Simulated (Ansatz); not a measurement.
The figure comes from a scan of ZnCu₂SnSe₄ (kesterite type, space group I-4): the cell is scaled evenly about its relaxed volume V₀. The numbers are results of r2SCAN (plane waves to 500 eV, PAW, scalar-relativistic; Ansatz, an electronic-structure program), not measurements. k mesh 8×8×8 (Γ-centred), Fermi-Dirac smearing 0.05 eV. Compression counts positive. ZnCu2SnSe4 is run without spin polarisation. ZnCu2SnSe4 was relaxed with its symmetry unable to fall. 

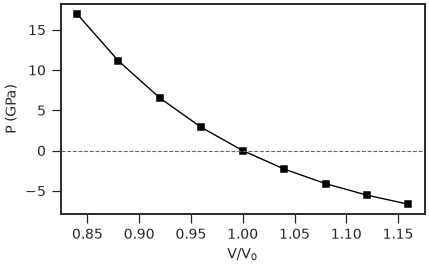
Figure. P (GPa) against V/V₀; computed points joined by lines.

Task: Turn the plot into a table (rounded to what can be read).

Result: To the nearest 0.5:

```tsv
V/V₀	P (GPa)
0.840	17.0
0.880	11.0
0.920	6.5
0.960	3.0
1.000	0.0
1.040	-2.5
1.080	-4.0
1.120	-5.5
1.160	-6.5
```

(Under strain, the slope of the energy per volume gives the stress and its curvature an elastic modulus.)
